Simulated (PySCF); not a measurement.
# C2H8O2Si: NMR shifts at several levels of theory, part 2 of 2

PySCF 2.14.0. Atoms count from 0.

### Step 8. Nuclear shieldings: KT2/pcSseg-2

What the job is given:

```
{"job": {"kind": "nmr", "xc": "KT2", "basis": "pcSseg-2", "pop": false}, "charge": 0, "multiplicity": 1}
C      1.358960    -0.972366     0.336871
O      0.712310     0.174253     0.803104
Si    -0.357437     1.090152    -0.085975
C     -2.023568     0.286180    -0.237218
O     -0.582953     2.512421     0.730025
H      0.664505    -1.825855     0.222946
H      2.133734    -1.268901     1.061221
H      1.854458    -0.808570    -0.639227
H      0.268023     1.313588    -1.431048
H     -1.954266    -0.675249    -0.769846
H     -2.722618     0.931842    -0.790562
H     -2.445794     0.097877     0.761918
H      0.211602     2.993221     0.978596
```

Method: GIAO KT2/pcSseg-2 NMR shielding, non-relativistic, gas phase.

Output:

```text
coarse grid: 10928 points
cycle   1  E = -526.9279984442  dE =  4.457e-01  |g| = 1.182e+00  |ddm| = 2.348e+00
cycle   2  E = -525.8943829509  dE =  1.034e+00  |g| = 2.486e+00  |ddm| = 3.183e+00
cycle   3  E = -527.1793029690  dE = -1.285e+00  |g| = 2.395e-01  |ddm| = 2.783e+00
cycle   4  E = -527.1890113401  dE = -9.708e-03  |g| = 1.415e-01  |ddm| = 2.670e-01
cycle   5  E = -527.1937025984  dE = -4.691e-03  |g| = 3.102e-02  |ddm| = 9.975e-02
cycle   6  E = -527.1938555042  dE = -1.529e-04  |g| = 1.780e-02  |ddm| = 3.154e-02
cycle   7  E = -527.1939136556  dE = -5.815e-05  |g| = 3.527e-03  |ddm| = 1.275e-02
cycle   8  E = -527.1939162821  dE = -2.626e-06  |g| = 8.716e-04  |ddm| = 3.530e-03
final grid: 99736 points
cycle   9  E = -527.2209598122  dE = -3.739e-04  |g| = 1.392e-02  |ddm| = 7.247e-02
cycle  10  E = -527.2209277207  dE =  3.209e-05  |g| = 1.702e-02  |ddm| = 1.699e-02
cycle  11  E = -527.2209791953  dE = -5.147e-05  |g| = 4.817e-03  |ddm| = 1.318e-02
cycle  12  E = -527.2209829937  dE = -3.798e-06  |g| = 1.385e-03  |ddm| = 3.420e-03
cycle  13  E = -527.2209834045  dE = -4.108e-07  |g| = 2.002e-04  |ddm| = 9.304e-04
cycle  14  E = -527.2209834081  dE = -3.620e-09  |g| = 1.484e-04  |ddm| = 2.067e-04
cycle  15  E = -527.2209834124  dE = -4.257e-09  |g| = 2.500e-05  |ddm| = 9.772e-05
cycle  16  E = -527.2209834125  dE = -1.385e-10  |g| = 4.920e-06  |ddm| = 2.365e-05
converged SCF energy = -527.2209834125

GIAO shielding tensors (ppm)
atom      isotropic    diamagn.    paramagn.     s11        s22        s33       span
  0 C      129.750     239.683    -109.933    100.204    106.007    183.039     82.836
  1 O      279.700     392.083    -112.383    232.664    282.394    324.043     91.379
  2 Si     355.189     879.464    -524.275    317.127    369.954    378.487     61.359
  3 C      185.337     246.667     -61.330    179.329    181.558    195.124     15.795
  4 O      264.224     382.526    -118.302    220.281    279.423    292.968     72.687
  5 H       27.614      30.336      -2.722     23.274     25.894     33.675     10.401
  6 H       27.443      28.319      -0.876     23.611     25.195     33.522      9.911
  7 H       27.458      29.906      -2.448     24.018     24.933     33.424      9.406
  8 H       25.768      30.124      -4.356     23.334     23.578     30.393      7.059
  9 H       31.100      31.318      -0.218     27.123     29.260     36.918      9.795
 10 H       30.934      28.482       2.452     27.035     28.354     37.412     10.377
 11 H       31.057      29.865       1.191     27.560     28.416     37.194      9.635
 12 H       29.795      31.439      -1.644     22.249     25.101     42.034     19.785
```

Wall time 45 s (1 thread of Arm Neoverse V2, shared host); peak memory 0.88 GiB.

This run: δ C0 52.5, C3 -3.1, O4 60.1, O1 44.7, H8 5.41, H5 3.67 ppm (means over like atoms).

### Step 9. NMR shieldings: KT3/pcSseg-2

The job, as its differences from that of step 8:

```diff
@@ -1,2 +1,2 @@
-{"job": {"kind": "nmr", "xc": "KT2", "basis": "pcSseg-2", "pop": false}, "charge": 0, "multiplicity": 1}
+{"job": {"kind": "nmr", "xc": "KT3", "basis": "pcSseg-2", "pop": false}, "charge": 0, "multiplicity": 1}
 C      1.358960    -0.972366     0.336871
```

Method: GIAO KT3/pcSseg-2 NMR shielding, non-relativistic, gas phase.

Output:

```text
coarse grid: 10928 points
cycle   1  E = -526.4394642069  dE =  4.217e-01  |g| = 1.186e+00  |ddm| = 2.364e+00
cycle   2  E = -525.4111077573  dE =  1.028e+00  |g| = 2.473e+00  |ddm| = 3.466e+00
cycle   3  E = -526.6954164290  dE = -1.284e+00  |g| = 2.331e-01  |ddm| = 3.062e+00
cycle   4  E = -526.7041408321  dE = -8.724e-03  |g| = 1.446e-01  |ddm| = 2.655e-01
cycle   5  E = -526.7090592547  dE = -4.918e-03  |g| = 2.983e-02  |ddm| = 1.000e-01
cycle   6  E = -526.7092055505  dE = -1.463e-04  |g| = 1.688e-02  |ddm| = 3.039e-02
cycle   7  E = -526.7092579188  dE = -5.237e-05  |g| = 3.261e-03  |ddm| = 1.216e-02
cycle   8  E = -526.7092602421  dE = -2.323e-06  |g| = 7.866e-04  |ddm| = 3.300e-03
final grid: 99736 points
cycle   9  E = -526.7310431821  dE = -3.601e-04  |g| = 1.813e-02  |ddm| = 6.289e-02
cycle  10  E = -526.7309276466  dE =  1.155e-04  |g| = 3.007e-02  |ddm| = 2.506e-02
cycle  11  E = -526.7310814162  dE = -1.538e-04  |g| = 4.493e-03  |ddm| = 1.930e-02
cycle  12  E = -526.7310846512  dE = -3.235e-06  |g| = 8.155e-04  |ddm| = 3.100e-03
cycle  13  E = -526.7310847708  dE = -1.196e-07  |g| = 3.614e-04  |ddm| = 7.609e-04
cycle  14  E = -526.7310847922  dE = -2.146e-08  |g| = 1.169e-04  |ddm| = 2.611e-04
cycle  15  E = -526.7310847953  dE = -3.084e-09  |g| = 1.660e-05  |ddm| = 8.822e-05
cycle  16  E = -526.7310847954  dE = -7.094e-11  |g| = 4.471e-06  |ddm| = 1.781e-05
converged SCF energy = -526.7310847954

GIAO shielding tensors (ppm)
atom      isotropic    diamagn.    paramagn.     s11        s22        s33       span
  0 C      128.795     239.568    -110.773    100.086    105.333    180.965     80.879
  1 O      282.232     393.078    -110.846    239.697    283.731    323.269     83.571
  2 Si     367.676     879.194    -511.518    331.555    381.600    389.874     58.319
  3 C      184.522     245.743     -61.222    179.168    181.488    192.909     13.740
  4 O      269.371     382.828    -113.456    228.850    281.245    298.019     69.169
  5 H       27.834      30.656      -2.822     23.563     26.111     33.827     10.264
  6 H       27.671      28.284      -0.612     23.847     25.448     33.719      9.871
  7 H       27.691      30.031      -2.340     24.290     25.194     33.589      9.300
  8 H       26.210      30.736      -4.526     23.827     23.980     30.823      6.996
  9 H       31.273      31.542      -0.270     27.338     29.466     37.015      9.677
 10 H       31.124      28.319       2.805     27.295     28.580     37.496     10.201
 11 H       31.224      29.964       1.259     27.783     28.643     37.245      9.462
 12 H       30.060      31.610      -1.550     22.492     25.348     42.341     19.849
```

Wall time 46 s (1 thread of Arm Neoverse V2, shared host); peak memory 0.93 GiB.

Key values: δ C0 52.5, C3 -3.2, O4 54.4, O1 41.6, H8 5.14, H5 3.62 ppm (means over like atoms).

### Step 10. Shielding tensors: B97-D/pcSseg-2

The job, as its differences from that of step 9:

```diff
@@ -1,2 +1,2 @@
-{"job": {"kind": "nmr", "xc": "KT3", "basis": "pcSseg-2", "pop": false}, "charge": 0, "multiplicity": 1}
+{"job": {"kind": "nmr", "xc": "B97-D", "basis": "pcSseg-2", "pop": false}, "charge": 0, "multiplicity": 1}
 C      1.358960    -0.972366     0.336871
```

Method: GIAO B97-D/pcSseg-2 NMR shielding, non-relativistic, gas phase.

Output:

```text
coarse grid: 10928 points
cycle   1  E = -520.7522540495  dE =  4.086e-01  |g| = 1.200e+00  |ddm| = 2.436e+00
cycle   2  E = -519.7545827519  dE =  9.977e-01  |g| = 2.487e+00  |ddm| = 3.177e+00
cycle   3  E = -521.0051829437  dE = -1.251e+00  |g| = 2.443e-01  |ddm| = 2.777e+00
cycle   4  E = -521.0151934979  dE = -1.001e-02  |g| = 1.399e-01  |ddm| = 2.522e-01
cycle   5  E = -521.0196543043  dE = -4.461e-03  |g| = 3.040e-02  |ddm| = 9.405e-02
cycle   6  E = -521.0198030844  dE = -1.488e-04  |g| = 1.715e-02  |ddm| = 2.927e-02
cycle   7  E = -521.0198549459  dE = -5.186e-05  |g| = 3.542e-03  |ddm| = 1.192e-02
cycle   8  E = -521.0198575438  dE = -2.598e-06  |g| = 7.867e-04  |ddm| = 3.241e-03
final grid: 99736 points
cycle   9  E = -521.0210807811  dE = -1.444e-04  |g| = 6.773e-03  |ddm| = 4.278e-02
cycle  10  E = -521.0210747125  dE =  6.069e-06  |g| = 7.472e-03  |ddm| = 6.307e-03
cycle  11  E = -521.0210839293  dE = -9.217e-06  |g| = 2.944e-03  |ddm| = 5.338e-03
cycle  12  E = -521.0210854099  dE = -1.481e-06  |g| = 5.289e-04  |ddm| = 1.674e-03
cycle  13  E = -521.0210854712  dE = -6.131e-08  |g| = 9.877e-05  |ddm| = 3.839e-04
cycle  14  E = -521.0210854731  dE = -1.843e-09  |g| = 3.181e-05  |ddm| = 7.464e-05
cycle  15  E = -521.0210854733  dE = -1.777e-10  |g| = 1.431e-05  |ddm| = 3.000e-05
converged SCF energy = -521.0210854733

GIAO shielding tensors (ppm)
atom      isotropic    diamagn.    paramagn.     s11        s22        s33       span
  0 C      125.931     240.477    -114.545     96.936    102.493    178.365     81.429
  1 O      285.130     393.754    -108.625    240.816    287.746    326.827     86.011
  2 Si     350.627     877.809    -527.183    312.492    364.659    374.729     62.237
  3 C      182.340     246.131     -63.791    177.030    179.318    190.671     13.641
  4 O      270.570     383.371    -112.802    230.153    281.860    299.697     69.544
  5 H       27.825      30.518      -2.693     23.579     26.097     33.800     10.221
  6 H       27.654      28.612      -0.959     23.830     25.464     33.666      9.836
  7 H       27.679      30.013      -2.334     24.278     25.186     33.572      9.293
  8 H       26.188      30.770      -4.582     23.827     23.958     30.779      6.951
  9 H       31.338      31.528      -0.190     27.488     29.606     36.918      9.430
 10 H       31.168      28.559       2.609     27.423     28.696     37.384      9.961
 11 H       31.260      30.033       1.227     27.907     28.757     37.115      9.208
 12 H       30.044      31.645      -1.601     22.473     25.310     42.350     19.877
```

Wall time 44 s (1 thread of Arm Neoverse V2, shared host); peak memory 0.93 GiB.

This run: δ C0 53.1, C3 -3.3, O4 54.6, O1 40.1, H8 5.21, H5 3.68 ppm (means over like atoms).

### Step 11. NMR shieldings: B3LYP/pcSseg-2

The job, as its differences from that of step 10:

```diff
@@ -1,2 +1,2 @@
-{"job": {"kind": "nmr", "xc": "B97-D", "basis": "pcSseg-2", "pop": false}, "charge": 0, "multiplicity": 1}
+{"job": {"kind": "nmr", "xc": "B3LYP", "basis": "pcSseg-2", "pop": false}, "charge": 0, "multiplicity": 1}
 C      1.358960    -0.972366     0.336871
```

With the program's defaults for keys left out, this is: GIAO B3LYP/pcSseg-2 NMR shielding, non-relativistic, gas phase.

Output:

```text
coarse grid: 10928 points
cycle   1  E = -521.0066957644  dE =  4.025e-01  |g| = 1.079e+00  |ddm| = 2.392e+00
cycle   2  E = -520.5877609032  dE =  4.189e-01  |g| = 1.827e+00  |ddm| = 1.854e+00
cycle   3  E = -521.2094553566  dE = -6.217e-01  |g| = 1.466e-01  |ddm| = 1.407e+00
cycle   4  E = -521.2129907960  dE = -3.535e-03  |g| = 6.845e-02  |ddm| = 1.184e-01
cycle   5  E = -521.2140898894  dE = -1.099e-03  |g| = 1.198e-02  |ddm| = 4.474e-02
cycle   6  E = -521.2141103436  dE = -2.045e-05  |g| = 6.330e-03  |ddm| = 9.162e-03
cycle   7  E = -521.2141171461  dE = -6.802e-06  |g| = 9.864e-04  |ddm| = 3.718e-03
final grid: 99736 points
cycle   8  E = -521.2134117121  dE = -6.994e-05  |g| = 5.258e-03  |ddm| = 2.711e-02
cycle   9  E = -521.2134085822  dE =  3.130e-06  |g| = 6.243e-03  |ddm| = 6.744e-03
cycle  10  E = -521.2134179447  dE = -9.363e-06  |g| = 6.222e-04  |ddm| = 3.879e-03
cycle  11  E = -521.2134179872  dE = -4.251e-08  |g| = 3.713e-04  |ddm| = 4.861e-04
cycle  12  E = -521.2134180105  dE = -2.334e-08  |g| = 7.596e-05  |ddm| = 2.104e-04
cycle  13  E = -521.2134180114  dE = -8.912e-10  |g| = 1.449e-05  |ddm| = 5.272e-05
converged SCF energy = -521.2134180114

GIAO shielding tensors (ppm)
atom      isotropic    diamagn.    paramagn.     s11        s22        s33       span
  0 C      127.009     237.405    -110.396     98.386    103.795    178.846     80.460
  1 O      289.031     393.190    -104.160    243.674    291.686    331.732     88.057
  2 Si     338.365     875.985    -537.620    300.108    351.107    363.881     63.773
  3 C      182.309     244.446     -62.137    176.890    179.016    191.021     14.131
  4 O      271.005     383.375    -112.371    229.589    281.678    301.747     72.158
  5 H       27.913      30.228      -2.315     23.629     26.264     33.848     10.219
  6 H       27.676      28.830      -1.154     23.766     25.524     33.739      9.972
  7 H       27.775      29.850      -2.075     24.325     25.356     33.644      9.319
  8 H       26.321      30.356      -4.034     23.993     24.014     30.955      6.962
  9 H       31.324      31.413      -0.090     27.400     29.521     37.050      9.649
 10 H       31.145      28.843       2.302     27.322     28.605     37.508     10.186
 11 H       31.224      30.040       1.184     27.794     28.664     37.214      9.420
 12 H       29.954      31.561      -1.607     22.260     25.099     42.502     20.242
```

Run time: 35 s. Hardware: 1 thread of Arm Neoverse V2, shared host; peak memory 1.1 GiB.

In short: δ C0 52.2, C3 -3.1, O4 54.8, O1 36.8, H8 5.07, H5 3.60 ppm (means over like atoms).

### Step 12. Comparing the runs: NMR shifts

Shifts (ppm) of some atoms, chosen among heavy atoms and hydrogens apart, with basis size and wall time:

| run | C0 | C3 | H8 | H12 | O4 | O1 | Si2 | functions | time |
| --- | --- | --- | --- | --- | --- | --- | --- | --- | --- |
| HF/pcSseg-2 | 47.2 | -2.1 | 4.44 | 1.82 | 33.9 | 3.0 | -17.2 | 299 | 18 s |
| LDA/pcSseg-2 | 53.1 | -3.5 | 5.70 | 1.62 | 72.4 | 52.1 | -0.6 | 299 | 37 s |
| PBE/pcSseg-2 | 53.3 | -3.4 | 5.44 | 1.36 | 62.7 | 46.9 | -6.8 | 299 | 46 s |
| BLYP/pcSseg-2 | 53.5 | -3.5 | 5.31 | 1.32 | 61.5 | 48.2 | -14.8 | 299 | 44 s |
| BP86/pcSseg-2 | 53.4 | -3.2 | 5.43 | 1.35 | 60.6 | 44.4 | -8.2 | 299 | 44 s |
| OPBE/pcSseg-2 | 52.8 | -3.2 | 5.31 | 1.32 | 55.9 | 40.0 | -3.9 | 299 | 46 s |
| KT2/pcSseg-2 | 52.5 | -3.1 | 5.41 | 1.38 | 60.1 | 44.7 | -4.2 | 299 | 45 s |
| KT3/pcSseg-2 | 52.5 | -3.2 | 5.14 | 1.29 | 54.4 | 41.6 | -9.4 | 299 | 46 s |
| B97-D/pcSseg-2 | 53.1 | -3.3 | 5.21 | 1.35 | 54.6 | 40.1 | -14.1 | 299 | 44 s |
| B3LYP/pcSseg-2 | 52.2 | -3.1 | 5.07 | 1.44 | 54.8 | 36.8 | -13.8 | 299 | 35 s |

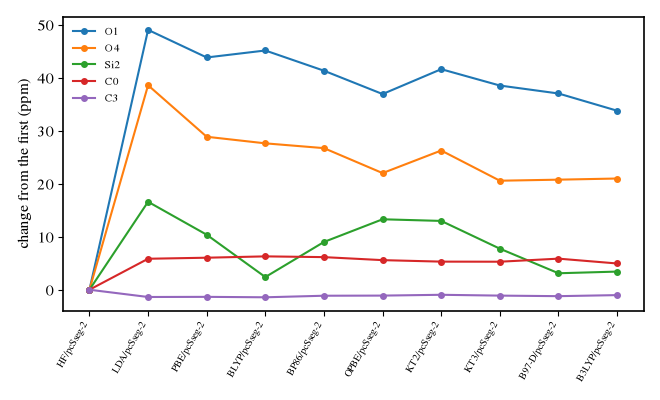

How five of the tabulated atoms move from run to run.

### Step 13. Outcome

This closing draws on all 2 parts.

```
                                                            quantity                       value
                                13C shifts against TMS (HF/pcSseg-2)              47.2, -2.1 ppm
1H shifts against TMS (HF/pcSseg-2, means over atoms taken as alike)  4.44, 3.30, 1.82, 0.19 ppm
                                17O shifts against H2O (HF/pcSseg-2)               33.9, 3.0 ppm
                               29Si shifts against TMS (HF/pcSseg-2)                   -17.2 ppm
                                            range of the shift of O1             3.0 to 52.1 ppm
```

**Reading.** Single values in the summary come from the first run of each kind that ended normally (HF/pcSseg-2), which need not be the best level. The most deshielded carbon is C0 (methyl carbon bonded to O), at 47.2 ppm: pulled downfield by the heteroatom. At HF/pcSseg-2: The widest tensor belongs to O1: span 80 ppm, with a paramagnetic part of -71 ppm. Across the 10 runs the shift of O1 moves most, between 3.0 (HF/pcSseg-2) and 52.1 ppm (LDA/pcSseg-2).
